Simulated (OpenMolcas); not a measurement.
## CH2N2 (methanediimine): a line through the functionals

CH2N2 has 5 atoms, charge 0, and is taken as a singlet. SMILES: `N=C=N`. The shape is that of a PBE0-D4/def2-TZVP optimisation.

The dipole moment y, in D, basis def2-TZVP; a is the functional's share of exact exchange. Programs: OpenMolcas 26.06.

| functional | program | a | y (D) |
| --- | --- | --- | --- |
| r2SCAN | OpenMolcas | 0 | 2.04 |
| revPBE | OpenMolcas | 0 | 1.98 |
| B3LYP | OpenMolcas | 0.2 | 2.07 |
| PBE0 | OpenMolcas | 0.25 | ? |
| BHLYP | OpenMolcas | 0.5 | 2.16 |

Question: Fit y = c + s·a to the known rows and predict PBE0.

Answer: 
1. Means of the 4 rows: a = 0.1750, y = 2.062.
2. Σ(Δa)² = 0.1675, Σ(Δa·Δy) = 0.05025, so the slope is 0.05025/0.1675 = 0.3.
3. Intercept: 2.062 − (0.3) × 0.1750 = 2.009. The largest residual of the fit is 0.031.
4. PBE0: 2.009 + (0.3) × 0.25 = 2.08 D.

The run gave 2.08 D, so the prediction is off by 0.00 D: they agree to the digits shown. More exact exchange makes the molecule more polar here. The rows mix families of semi-local functionals, which the line can't see.

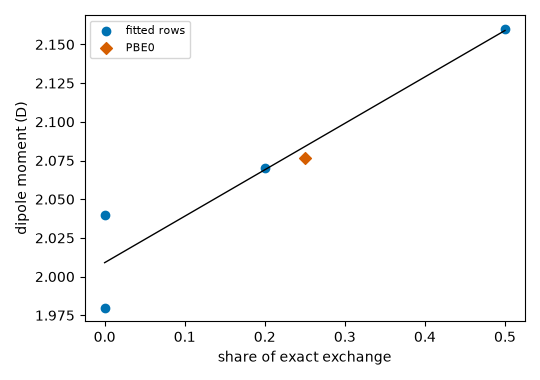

The fitted line, with the withheld row.
